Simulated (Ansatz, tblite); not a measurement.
# A ladder of methods for CH6SeSn (SMILES [CH3][SnH2][SeH])

CH6SeSn: 9 atoms, total charge 0, spin state singlet. SMILES: `[CH3][SnH2][SeH]`. The coordinates come from a PBE0-D4/def2-TZVP relaxation. This is one conformer, not always the lowest.

```xyz
9

C    -0.1745    1.1575   -0.7437
Sn    0.3005   -0.8501   -0.1907
Se    0.6444   -0.9766    2.3224
H     0.6291    1.8198   -0.4237
H    -1.1020    1.4602   -0.2582
H    -0.2959    1.2292   -1.8253
H    -0.9530   -1.9236   -0.6380
H     1.7914   -1.3595   -0.8478
H    -0.7514   -0.6032    2.5879
```

Quantity: the vertical energy of the triplet above the singlet, in eV. The values are calculated.

```
                            level                   kind  program  value (eV)  less CCSD(T)/def2-SVP  CPU time (all runs)
                        IPEA1-xTB         semi-empirical   tblite        5.50                  +0.42            under 2 s
     HF/def2-SVP (core potential)           Hartree–Fock   Ansatz        4.91                  -0.17                 38 s
  SVWN5/def2-SVP (core potential)                    LDA   Ansatz        4.60                  -0.48                 20 s
    PBE/def2-SVP (core potential)                    GGA   Ansatz        4.61                  -0.47                 36 s
 r2SCAN/def2-SVP (core potential)               meta-GGA   Ansatz        4.75                  -0.33                 90 s
   PBE0/def2-SVP (core potential)          global hybrid   Ansatz        4.81                  -0.27                 66 s
    MP2/def2-SVP (core potential)    perturbation theory   Ansatz        5.21                  +0.13                 31 s
CCSD(T)/def2-SVP (core potential)  coupled cluster or CI   Ansatz        5.08                   0.00              8.1 min
   CCSD/def2-SVP (core potential)  coupled cluster or CI   Ansatz        5.08                   0.00              6.6 min
```

Differences are taken from CCSD(T)/def2-SVP (core potential) for orientation; it has basis-set and higher-order errors of its own. Spin-orbit coupling is left out. The values span 4.60 to 5.50 eV. In the correlated wave-function rows the outer d shell of Se, Sn is correlated, in sets not made for it. CPU times are rough (shared hosts, several kinds of processor and program).

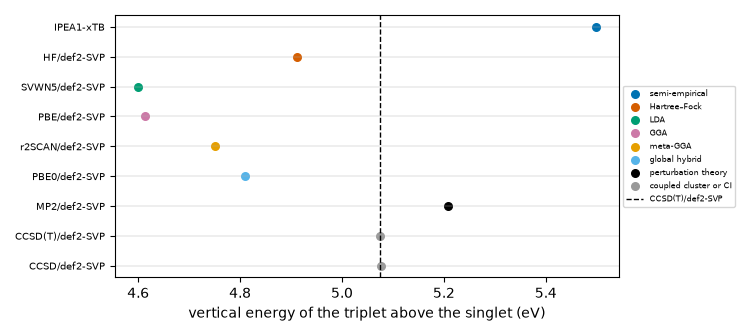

The values of the table, level by level.
